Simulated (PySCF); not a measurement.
C6H14N2Si2

```xyz
24

C     1.2348    2.4805   -0.9647
Si    0.8918    0.6920   -0.4864
Si    2.5791   -0.2786    0.8237
N     2.2677   -1.9972    0.8112
C    -0.7620    0.5581    0.4326
C    -2.0110    0.6471   -0.4795
C    -2.0879   -0.8984   -0.4511
C    -3.3930   -1.5278   -0.3647
N    -4.4398   -2.0162   -0.2771
C    -1.1817   -0.8860    0.8045
H     1.3446    3.1110   -0.0687
H     0.4064    2.8857   -1.5672
H     2.1590    2.5639   -1.5557
H     0.7853   -0.1418   -1.7365
H     3.9411    0.1456    0.3388
H     2.4862    0.1721    2.2491
H     2.7651   -2.5908    1.4675
H     2.2030   -2.4589   -0.0905
H    -0.7434    1.2715    1.2726
H    -1.9162    1.1144   -1.4719
H    -2.8710    1.0975    0.0382
H    -1.5506   -1.3272   -1.3118
H    -1.7824   -0.9148    1.7252
H    -0.3995   -1.6577    0.8666
```

Geometry: PBE0-D3(BJ)/def2-SVP.

The calculation used PBE0/pcSseg-1, SCF density, gas phase, non-relativistic in PySCF 2.14.0.

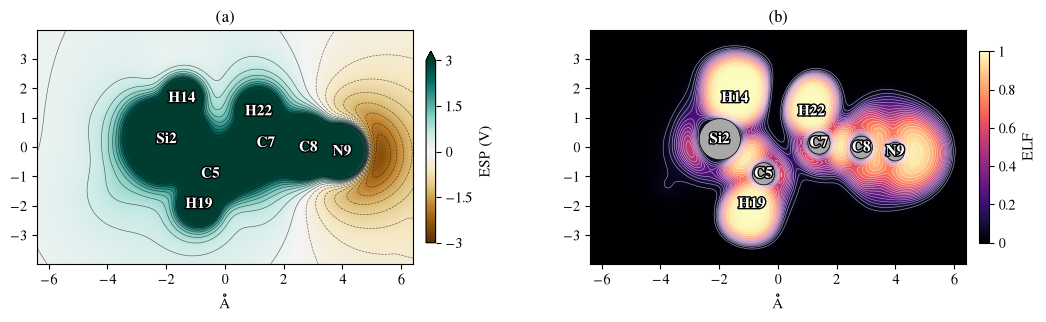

Figure 1. (a) electrostatic potential; (b) ELF on the plane of atoms Si2, C5 and H19. Grey discs cover the atomic cores in the ELF map.

### Interpret the plot.

- Atoms in the plane: Si, C, N and H.
- C–N (1.16 Å): the ELF peaks at about 0.85 between the atoms: a multiple bond.
- C–C (1.45 Å): the ELF peaks at about 0.95 between the atoms: localised, covalent bonding.
- C–Si (1.90 Å): the ELF peaks at about 0.95 between the atoms; a covalent bond.
- The ELF also peaks beside N9, away from the bonds: lone-pair regions.
- Outside the dense part of the molecule the potential is most negative (−2.4 V) near N9.

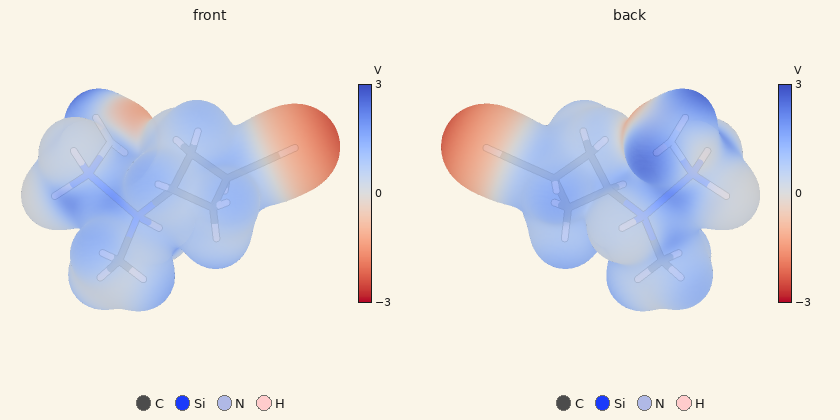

Figure 2. The electrostatic potential painted on the density surface at 0.004 e/bohr³, seen from the front and from behind; red is negative and blue positive.

### Describe the electrostatic potential map.

The most negative region (about −2.2 V) lies over N9, the most positive (about +2.3 V) over H17 and H18. N9 is the likeliest acceptor of a hydrogen bond.
